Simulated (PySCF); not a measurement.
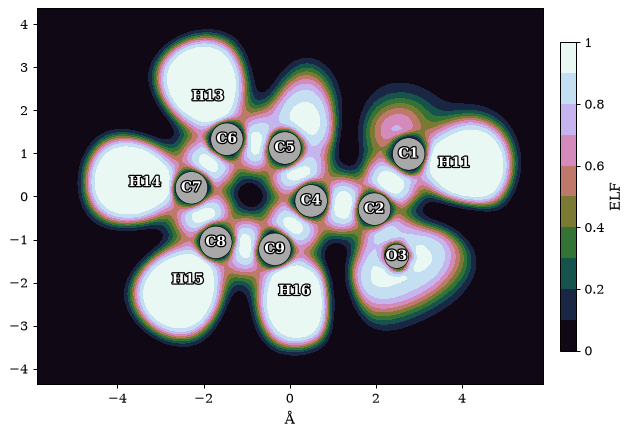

The picture shows: C$_{8}$H$_{7}$O (doublet). ELF on the plane of atoms C4, C9 and C8. Grey discs cover the atomic cores.

Geometry: GFN2-xTB.

The calculation used UKS B3LYP, pcH-1 on C H O, non-relativistic, mean-field spin-orbit, GIAO in PySCF.

```xyz
16

C    -2.6691   -0.4268   -0.1277
C    -1.6718    0.7019   -0.1606
O    -1.9910    1.8619   -0.2780
C    -0.2573    0.2730   -0.0376
C     0.1336   -1.0334    0.0945
C     1.4235   -1.4552    0.2068
C     2.4227   -0.4815    0.1872
C     2.0816    0.8557    0.0555
C     0.7611    1.2386   -0.0567
H    -2.5675   -0.9704    0.8092
H    -3.6794   -0.0388   -0.2236
H    -2.4580   -1.1180   -0.9408
H     1.6791   -2.4992    0.3071
H     3.4579   -0.7792    0.2749
H     2.8586    1.6067    0.0403
H     0.4685    2.2738   -0.1620
```

Interpret the plot.

Answer.
- The plane passes through C, O and H nuclei.
- C–O (1.21 Å): the ELF peaks at about 0.85 between the atoms; a short, multiple covalent bond.
- C–C (1.36 Å): the ELF peaks at about 0.95 between the atoms: localised, covalent bonding.
- C–H (1.08 Å): the ELF climbs to about 1 towards the hydrogen, as it does in any bond to H: a covalent bond by its length.
- C–C (1.40 Å): the ELF peaks at about 0.95 between the atoms, as expected for a covalent bond.
- C–C (1.48 Å): the ELF peaks at about 0.95 between the atoms, as expected for localised, covalent bonding.
- The ELF also peaks beside O3 and C5, away from the bonds: non-bonding electrons, paired or unpaired.
